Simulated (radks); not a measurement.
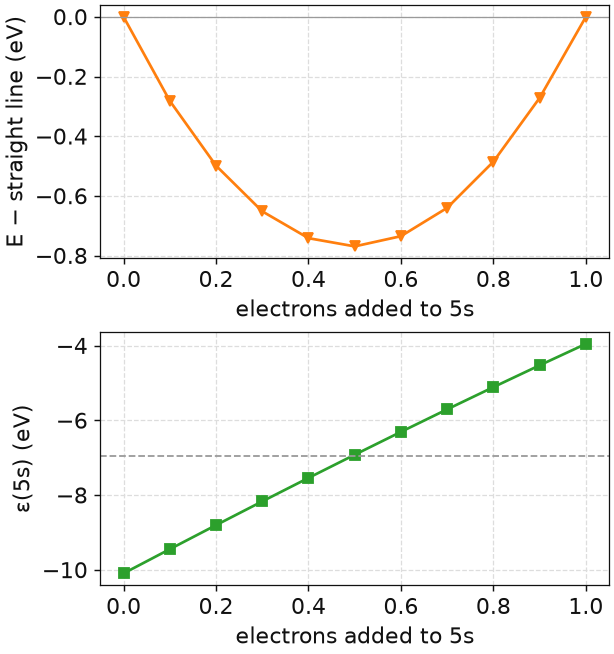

The occupation of the 5s shell is varied from Rh⁺ ([Kr] 4d8) to Rh ([Kr] 4d8 5s1), with spherical fractional occupations. The plot shows the total energy less the straight line between the end points, and the eigenvalue of 5s (the dashed line is minus the energy to take the whole electron out). The values are computed.

### Was this Hartree-Fock or a semilocal functional, and how does the plot tell?

It was a semilocal functional (LDA, GGA or meta-GGA): non-relativistic Kohn-Sham, PBEsol, spin-unpolarised, spherical densities, point nucleus, computed with the in-house radial solver radks. The curve is convex (below the straight line), with the largest deviation among the points computed, −0.77 eV, at 0.5. The end points differ by 6.95 eV, the energy to take the electron out. The eigenvalue, which is the slope of the energy (Janak's theorem), moves from −10.1 eV at 0 to −3.95 eV at 1; for a straight line it would stay constant, and a parabola would sag by an eighth of this change, scaled to a whole electron, 0.77 eV. Convexity is the delocalisation error: fractional charges are too low in energy. For an s shell Hartree-Fock would as a rule bend the other way.
